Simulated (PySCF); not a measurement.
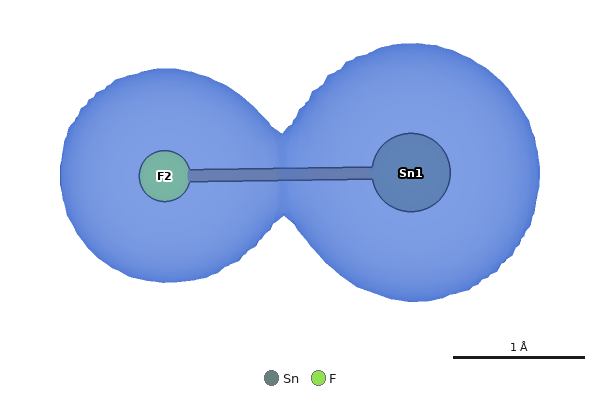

Figure 1: SnF (doublet). Isosurface of the electron density at 0.6 e/Å³ (blue), seen from one side.

Core potentials replace the inner electrons of Sn.

Theory: PBE0/def2-TZVPP, non-relativistic Hamiltonian with scalar-relativistic core potentials where named, at a bond length of 1.955 Å (PySCF).

How is the density connected at this value?

Answer. At this value the surface is in one piece. It bridges the sampled Sn–F (1.95 Å) contact, where the density stays above the isovalue. On the grid the lowest density along these lines, outside the cores, is 0.75 e/Å³ (Sn–F, 1.95 Å).
